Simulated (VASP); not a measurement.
Band structure of TiAl (space group Pm-3m). Computed with r2SCAN meta-GGA, VASP's PBE PAW potentials (set 64) (plane waves; VASP).

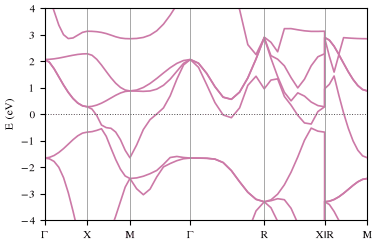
Figure: Bands along high-symmetry lines, zero at the valence-band maximum or, without a gap, the Fermi level

Read the plot: is there a gap, and where are the band edges?

It has no gap at this level: it comes out as a metal or semimetal.

The structure comes from a computed database's TiAl entry (Pm-3m); how it stands against other phases isn't given here. It was relaxed first. The electron count is odd and the run is not spin-polarised, which forces a metal.
